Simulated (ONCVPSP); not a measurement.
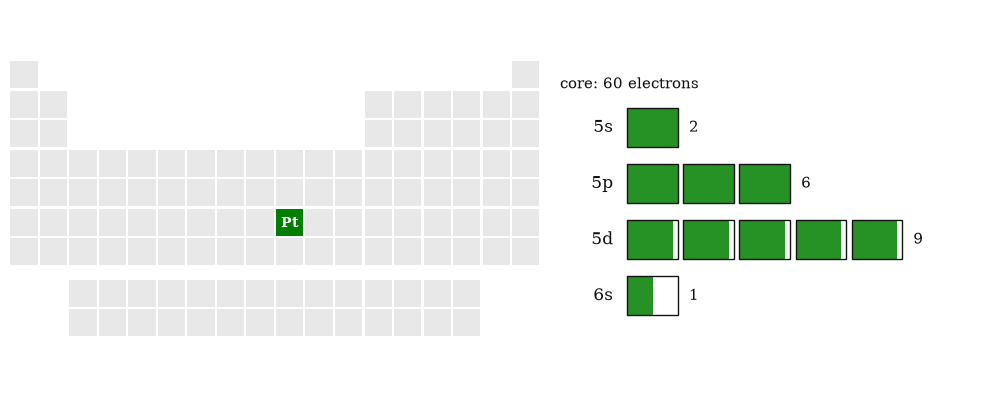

Left, the place of platinum in the periodic table; right, the valence shells of the reference configuration: a box for each of the 2l + 1 orbitals, shaded by the share of the shell that is filled, with the electron count at the right.

Pseudopotential generation, with input and output: Pt

- system: platinum (Pt, Z = 78), core [Kr] 4d10 4f14, reference valence 5s2 5p6 5d9 6s1, valence charge 18.
- method: ONCV potential, BLYP, scalar-relativistic, made with ONCVPSP 4.0.1

**Output (extracts)**
```
ONCVPSP  (Optimized Norm-Conservinng Vanderbilt PSeudopotential)
scalar-relativistic version 4.0.1

#   n    l    f        energy (Ha)
    1    0    2.00    -2.8828709E+03
    2    0    2.00    -5.0643967E+02
    2    1    6.00    -4.3885527E+02
    3    0    2.00    -1.1894926E+02
    3    1    6.00    -9.9273300E+01
    3    2   10.00    -7.7952125E+01
    4    0    2.00    -2.5549179E+01
    4    1    6.00    -1.9098033E+01
    4    2   10.00    -1.1269504E+01
    4    3   14.00    -2.5712816E+00
    5    0    2.00    -3.7410816E+00
    5    1    6.00    -2.0553404E+00
    5    2    9.00    -2.2162602E-01
    6    0    1.00    -2.0792022E-01

Reference configufation results
  iterations    30
  all-electron total energy (Ha)   -1.84145163D+04

Begin loop to  construct optimized pseudo wave functions
and semi-local pseudopoentials for all angular momenta

Calculating optimized projector #   1

 for l=   0

    Fraction of norm inside rc  0.983915
    Optimizing pswf for qcut=   8.80 a_B^-1,  ecut=  38.75 Ha
    Residual kinetic energy error=  4.75D-07 Ha

    Energy error per electron        Cutoff
         Ha          eV             Ha
         0.01000     0.27211       20.89
         0.00100     0.02721       26.53
         0.00010     0.00272       30.99
         0.00001     0.00027       34.37

Calculating optimized projector #   2

 for l=   0

    Fraction of norm inside rc  0.104801
    Optimizing pswf for qcut=   8.80 a_B^-1,  ecut=  38.75 Ha
    Residual kinetic energy error=  3.77D-07 Ha

    Energy error per electron        Cutoff
         Ha          eV             Ha
         0.01000     0.27211       16.57
         0.00100     0.02721       24.15
         0.00010     0.00272       29.56
         0.00001     0.00027       33.72

Calculating optimized projector #   1

 for l=   1

    Fraction of norm inside rc  0.899361
    Optimizing pswf for qcut=   9.21 a_B^-1,  ecut=  42.44 Ha
    Residual kinetic energy error=  1.25D-05 Ha

    Energy error per electron        Cutoff
         Ha          eV             Ha
         0.01000     0.27211       24.31
         0.00100     0.02721       32.20
         0.00010     0.00272       37.64
         0.00001     0.00027       44.84

   Wellstate for l =  2  n =  7
     eigenvalue =   2.2784
     asymptotic potential =   2.7784
     half-point radius =  3.7184

   Wellstate for l =  2  n =  7
     eigenvalue =   4.7784
     asymptotic potential =   5.2784
     half-point radius =  2.6311

Calculating optimized projector #   1

 for l=   2

    Fraction of norm inside rc  0.507596
    Optimizing pswf for qcut=   6.10 a_B^-1,  ecut=  18.63 Ha
    Residual kinetic energy error=  8.14D-04 Ha

    Energy error per electron        Cutoff
         Ha          eV             Ha
         0.01000     0.27211       14.30
         0.00100     0.02721       18.44
         0.00010     0.00272       40.54
         0.00001     0.00027       89.82

Calculating optimized projector #   2

 for l=   2

    Fraction of norm inside rc  0.082529
    Optimizing pswf for qcut=   6.10 a_B^-1,  ecut=  18.63 Ha
    Residual kinetic energy error=  1.03D-03 Ha

    Energy error per electron        Cutoff
         Ha          eV             Ha
         0.01000     0.27211       14.53
         0.00100     0.02721       18.73
         0.00010     0.00272       28.73
         0.00001     0.00027       54.07

Calculating optimized projector #   3

 for l=   2

    Fraction of norm inside rc  0.116700
    Optimizing pswf for qcut=   6.10 a_B^-1,  ecut=  18.63 Ha
    Residual kinetic energy error=  4.37D-03 Ha

    Energy error per electron        Cutoff
         Ha          eV             Ha
         0.01000     0.27211       16.91
         0.00100     0.02721       21.83
         0.00010     0.00272       36.61
         0.00001     0.00027       62.72

Construct Vanderbilt / Kleinmman-Bylander projectors

B matrix Hermiticity error, ll=   0
   1   2    5.7282E-04

  Orthonormal projector coefficients  7.6402E+00 -6.2655E-01

B matrix Hermiticity error, ll=   2
   1   2   -2.9556E-04
   1   3   -6.8380E-04
   2   3   -2.3068E-04

  Orthonormal projector coefficients  2.5806E+00  6.3109E-01 -4.2306E-01

Pseudoatom total energy -119.946579

Diagnostic tests using Vanderbilt-Kleinman-Bylander pseudopotentials
  1 or more projectors used as specified by nproj input data

   l    rcore       rmatch      e in        delta e   norm test  slope test

   0   1.7556949   1.8090016  -3.7410816   0.0000026   1.0003311   1.0003038
   0   1.7556949   1.8090016  -0.2079202   0.0000019   1.0000287   1.0000239

   1   1.6050159   1.6537477  -2.0553404  -0.0000042   0.9999949   1.0000006

   2   1.5577201   1.6050159  -0.2216260   0.0000084   1.0001083   1.0001473
   2   1.5577201   1.6050159   2.2783740   0.0000346   1.0004223   1.0004223
   2   1.5577201   1.6050159   4.7783740   0.0001824   1.0004833   1.0004833

 Testing for bound ghosts
   n   l    E NL Schr. Eq   E Basis Diag.   E Cutoff

   1   0       -3.741079       -3.741078    114.21
   2   0       -0.207918       -0.177786    114.21

   2   1       -2.055345       -2.055341     86.93

   3   2       -0.221618       -0.214659    182.45

 Testing for highly-localized positive-energy ghosts
       l    <radius>/rc     E Basis Diag.   E Cutoff

Test configuration 0

   n   l     f        eae           eps        diff
   1   0  2.0000-2882.87085513
   2   0  2.0000 -506.43967361
   2   1  6.0000 -438.85526840
   3   0  2.0000 -118.94926006
   3   1  6.0000  -99.27330005
   3   2 10.0000  -77.95212534
   4   0  2.0000  -25.54917886
   4   1  6.0000  -19.09803330
   4   2 10.0000  -11.26950428
   4   3 14.0000   -2.57128164
   5   0  2.0000   -3.74108165   -3.74107908    2.56D-06
   5   1  6.0000   -2.05534035   -2.05534453   -4.18D-06
   5   2  9.0000   -0.22162602   -0.22161765    8.37D-06
   6   0  1.0000   -0.20792022   -0.20791832    1.90D-06

    Total energies and differences
      AE_ref= -1.84145163D+04  AE_tst= -1.84145163D+04  dif=  0.00D+00
      PS_ref= -1.19946579D+02  PS_tst= -1.19946579D+02  dif= -3.55D-13
      PSP excitation error=  3.55D-13

Test configuration 1

   n   l     f        eae           eps        diff
   1   0  2.0000-2883.17533519
   2   0  2.0000 -506.74142332
   2   1  6.0000 -439.15707778
   3   0  2.0000 -119.25163862
   3   1  6.0000  -99.57568377
   3   2 10.0000  -78.25426822
   4   0  2.0000  -25.85198017
   4   1  6.0000  -19.40082181
   4   2 10.0000  -11.57219838
   4   3 14.0000   -2.87404167
   5   0  2.0000   -4.04513062   -4.04551355   -3.83D-04
   5   1  6.0000   -2.36094435   -2.36115846   -2.14D-04
   5   2  9.0000   -0.52288229   -0.52286057    2.17D-05

    Total energies and differences
      AE_ref= -1.84145163D+04  AE_tst= -1.84141767D+04  dif=  3.40D-01
      PS_ref= -1.19946579D+02  PS_tst= -1.19606878D+02  dif=  3.40D-01
      PSP excitation error= -1.09D-04

Test configuration 2

   n   l     f        eae           eps        diff
   1   0  2.0000-2883.64620456
   2   0  2.0000 -507.21362418
   2   1  6.0000 -439.62924930
   3   0  2.0000 -119.72277150
   3   1  6.0000 -100.04681131
   3   2 10.0000  -78.72563415
   4   0  2.0000  -26.32258136
   4   1  6.0000  -19.87140269
   4   2 10.0000  -12.04278797
   4   3 14.0000   -3.34423372
   5   0  2.0000   -4.51075287   -4.51120790   -4.55D-04
   5   1  6.0000   -2.82022864   -2.82046301   -2.34D-04
   5   2  8.0000   -0.94732292   -0.94725290    7.00D-05

    Total energies and differences
      AE_ref= -1.84145163D+04  AE_tst= -1.84134462D+04  dif=  1.07D+00
      PS_ref= -1.19946579D+02  PS_tst= -1.18876329D+02  dif=  1.07D+00
      PSP excitation error= -1.64D-04

Test configuration 3

   n   l     f        eae           eps        diff
   1   0  2.0000-2884.18136719
   2   0  2.0000 -507.75056465
   2   1  6.0000 -440.16619914
   3   0  2.0000 -120.25719069
   3   1  6.0000 -100.58122350
   3   2 10.0000  -79.26052434
   4   0  2.0000  -26.85550631
   4   1  6.0000  -20.40422618
   4   2 10.0000  -12.57553491
   4   3 14.0000   -3.87609978
   5   0  2.0000   -5.03357345   -5.03430946   -7.36D-04
   5   1  6.0000   -3.33345626   -3.33373605   -2.80D-04
   5   2  7.0000   -1.42016638   -1.41996291    2.03D-04

    Total energies and differences
      AE_ref= -1.84145163D+04  AE_tst= -1.84122663D+04  dif=  2.25D+00
      PS_ref= -1.19946579D+02  PS_tst= -1.17696328D+02  dif=  2.25D+00
      PSP excitation error= -2.89D-04

Test configuration 4

   n   l     f        eae           eps        diff
   1   0  2.0000-2883.01711801
   2   0  2.0000 -506.58468136
   2   1  6.0000 -439.00030267
   3   0  2.0000 -119.09459030
   3   1  6.0000  -99.41863273
   3   2 10.0000  -78.09734224
   4   0  2.0000  -25.69472382
   4   1  6.0000  -19.24357424
   4   2 10.0000  -11.41500406
   4   3 14.0000   -2.71682424
   5   0  2.0000   -3.88733651   -3.88750561   -1.69D-04
   5   1  6.0000   -2.20243213   -2.20253191   -9.98D-05
   5   2  9.0000   -0.36708240   -0.36707040    1.20D-05
   6   0  0.5000   -0.33836326   -0.33833921    2.41D-05

    Total energies and differences
      AE_ref= -1.84145163D+04  AE_tst= -1.84143801D+04  dif=  1.36D-01
      PS_ref= -1.19946579D+02  PS_tst= -1.19810392D+02  dif=  1.36D-01
      PSP excitation error= -5.13D-05
```

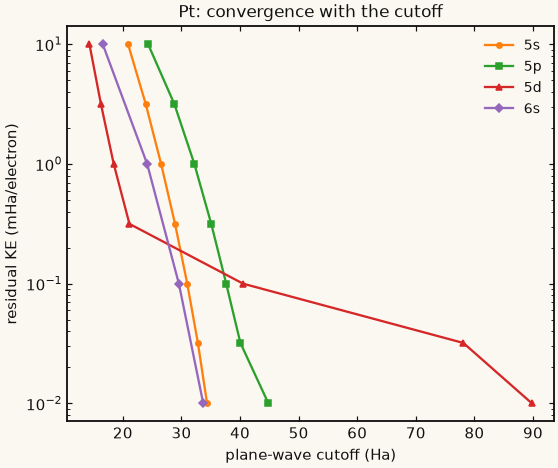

Residual kinetic energy of the pseudo-waves (the first of each channel, and further valence shells) beyond the plane-wave cutoff, as the generator prints it.

- Cutoffs for the occupied states: 32 Ha for 1 mHa and 41 Ha for 0.1 mHa per electron. The first is set by 5p.
- Cutoffs for 1 mHa per electron: 5p: 32 Ha; 5s: 27 Ha; 6s: 24 Ha; 5d: 18 Ha.
- Hardest wave at 1 mHa per electron: 5p, with rc = 1.60 bohr and qcut = 9.2 1/bohr. The optimisation minimises, but can't always remove, the kinetic energy above qcut²/2 = 42.3 Ha, and a larger rc would as a rule soften the wave at some cost in transferability.

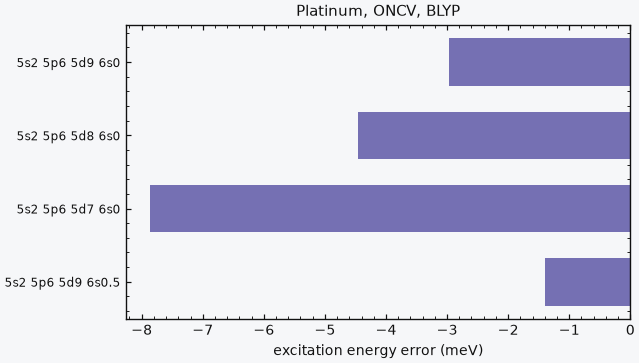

Errors, all-electron minus pseudo, of the energies of valence configurations relative to the unpolarised reference 5s2 5p6 5d9 6s1.

- Worst configuration: 5s2 5p6 5d7 6s0 (charge +3): the error is -7.9 meV on an all-electron energy of +61.22 eV relative to the reference, or 0.013 %.
- Configurations within 10 meV and within 50 meV: 4 and 4 of 4.

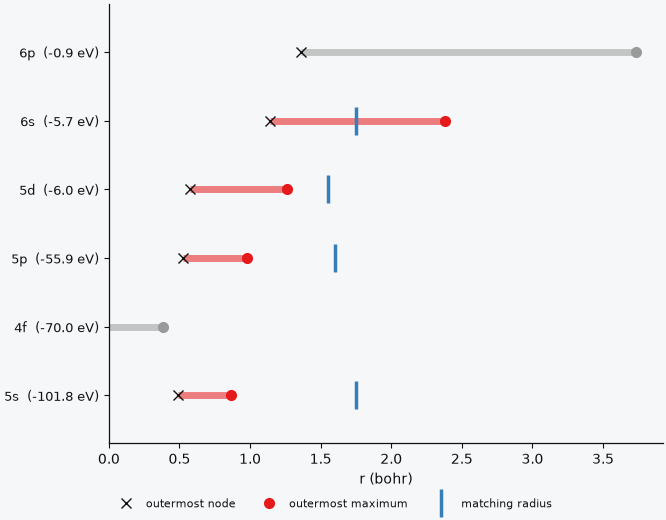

Outer shells of the all-electron reference atom: each bar runs from the outermost node (or the nucleus) to the outermost maximum of u(r); the tick is the radius chosen for the pseudo-wave. Shells without a tick have no pseudo-wave of their own. Levels, nodes and maxima are from ld1.x, scalar-relativistic.

- Radii against the shells: 5s: 1.75 bohr, outside the maximum; 5p: 1.60 bohr, outside the maximum; 5d: 1.55 bohr, outside the maximum; 6s: 1.75 bohr, between node and maximum.

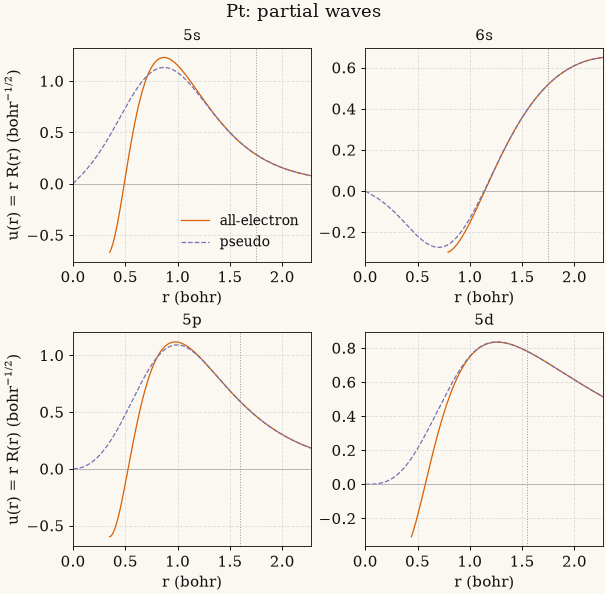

All-electron valence functions (solid) with their pseudo partners (dashed). Dotted lines mark the matching radii. The innermost oscillations of some all-electron curves aren't drawn. Pseudo-waves: 5s has no node; 6s has a node at about 1.1 bohr; 5p has no node; 5d has no node. A node in 6s is expected, since a lower shell of the same l is also in the valence and the two must stay orthogonal.

**The input**
```
# ATOM AND REFERENCE CONFIGURATION
# atsym  z   nc   nv     iexc    psfile
  Pt 78.00   10    4  -106131      upf
#
#   n    l    f
    1    0    2.00
    2    0    2.00
    2    1    6.00
    3    0    2.00
    3    1    6.00
    3    2   10.00
    4    0    2.00
    4    1    6.00
    4    2   10.00
    4    3   14.00
    5    0    2.00
    5    1    6.00
    5    2    9.00
    6    0    1.00
#
# PSEUDOPOTENTIAL AND OPTIMIZATION
# lmax
    2
#
#   l,   rc,      ep,       ncon, nbas, qcut
    0    1.75    0.00    5    9    8.80
    1    1.60    0.00    5    8    9.20
    2    1.55    0.00    4    8    6.10
#
# LOCAL POTENTIAL
# lloc, lpopt,  rc(5),   dvloc0
    4    2    1.35    0.00
#
# VANDERBILT-KLEINMAN-BYLANDER PROJECTORs
# l, nproj, debl
    0    2    3.90
    1    1    3.20
    2    3    2.50
#
# MODEL CORE CHARGE
# icmod, fcfact, rcfact
    0    0.00    0.00
#
# LOG DERIVATIVE ANALYSIS
# epsh1, epsh2, depsh
   -5.00    5.00    0.04
#
# OUTPUT GRID
# rlmax, drl
    6.00    0.01
#
# TEST CONFIGURATIONS
# ncnf
    4
# nvcnf
#   n    l    f
    4
    5    0    2.00
    5    1    6.00
    5    2    9.00
    6    0    0.00
#
    4
    5    0    2.00
    5    1    6.00
    5    2    8.00
    6    0    0.00
#
    4
    5    0    2.00
    5    1    6.00
    5    2    7.00
    6    0    0.00
#
    4
    5    0    2.00
    5    1    6.00
    5    2    9.00
    6    0    0.50
#
```

Launched with:
```bash
oncvpsp.x < Pt.dat > Pt.out
```

**Key numbers**

- outcome: generated
- cutoffs needed: 32 Ha and 41 Ha (the cutoffs at which the residual kinetic energy of the hardest occupied pseudo-wave falls to 1 and 0.1 mHa per electron)
- ghost test: no bound ghost flagged; no localised positive-energy state flagged
- largest excitation error: -7.9 meV (all-electron minus pseudo) for 5s2 5p6 5d7 6s0, out of 4 test configurations
- range over which the phases arctan(r R′/R) at the test radius agree within 0.05 rad (a looser test near the poles than one of phase shifts): s: over the whole range computed; p: up to about 0.5 Ha; d: over the whole range computed; f: not judged, local potential alone
- hardware: 1 CPU thread, shared host
- wall time: 5.1 s
